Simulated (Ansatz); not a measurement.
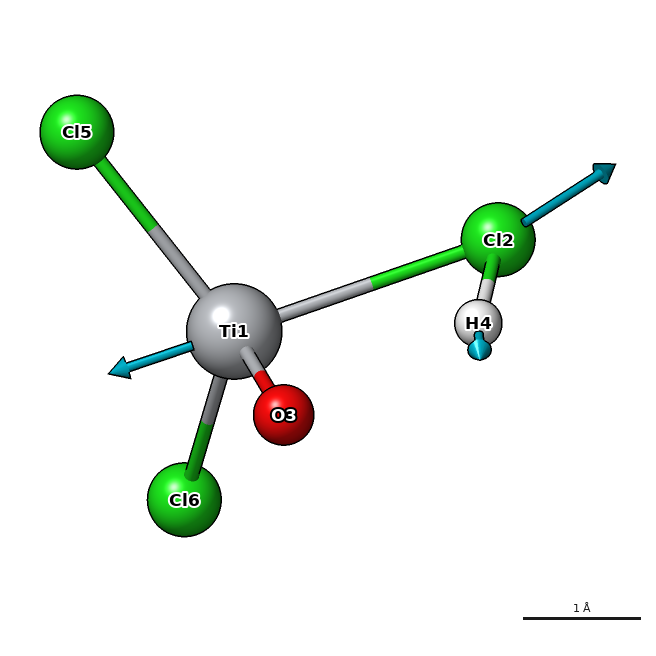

Arrows show the forces on the atoms, 0.9 Å of arrow for 1 eV/Å; forces under a tenth of the largest aren't drawn. The species is neutral and a spin singlet. Level of theory: PBE0-D4/def2-SVP (Ansatz 0.2.0).

### On which atom is the force largest, and how large is it?

On Cl2: 1.17 eV/Å.

### Which bond do the forces act along most?

Ti1–Cl2, now 2.411 Å: the forces push its atoms apart, so a first step downhill lengthens it.

List the force components in the frame of the picture (x right, y up, z towards the viewer), in eV/Å.

```json
{"atom": "Ti1", "Fx": "−0.82", "Fy": "−0.28", "Fz": "0.06"}
{"atom": "Cl2", "Fx": "0.89", "Fy": "0.57", "Fz": "−0.50"}
{"atom": "O3", "Fx": "−0.07", "Fy": "−0.04", "Fz": "0.03"}
{"atom": "H4", "Fx": "0.01", "Fy": "−0.25", "Fz": "0.41"}
{"atom": "Cl5", "Fx": "0.00", "Fy": "0.00", "Fz": "0.00"}
{"atom": "Cl6", "Fx": "0.00", "Fy": "0.00", "Fz": "0.00"}
```
